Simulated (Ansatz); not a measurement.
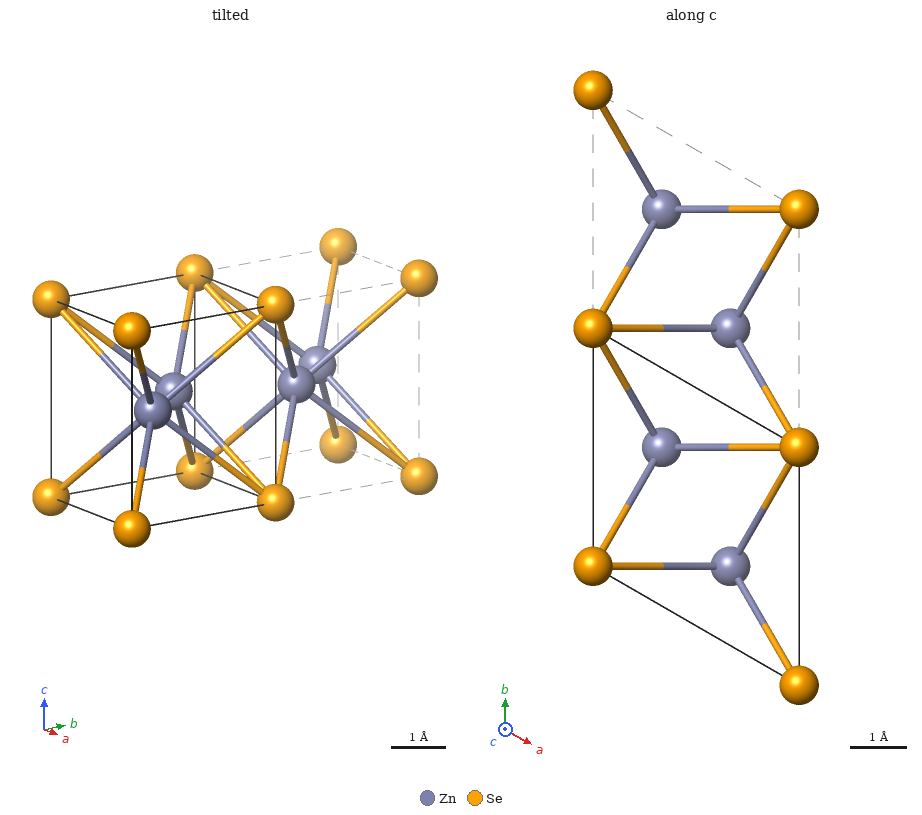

The figure gives a ball-and-stick picture of the atoms, viewed slightly off an axis and along the c axis. The picture spans 1×2×1 cells, one conventional unit cell being drawn with solid lines. Cell: a = 4.252 Å, b = 4.252 Å, c = 3.744 Å, α = 90.00°, β = 90.00°, γ = 120.00°.

What can be read from this drawing?

Formula: Zn2Se. It belongs to space group P6/mmm (No. 191) and has a primitive hexagonal lattice. Prototype: AlB₂ type. Cell content 2 Zn, 1 Se; Z = 1.

The model was built from a textbook structure type filled with these elements (whether it is the usual form wasn't checked). A relaxation with DFT PBE, scalar-relativistic, plane waves, PAW in Ansatz 0.2.0 gave the geometry drawn.
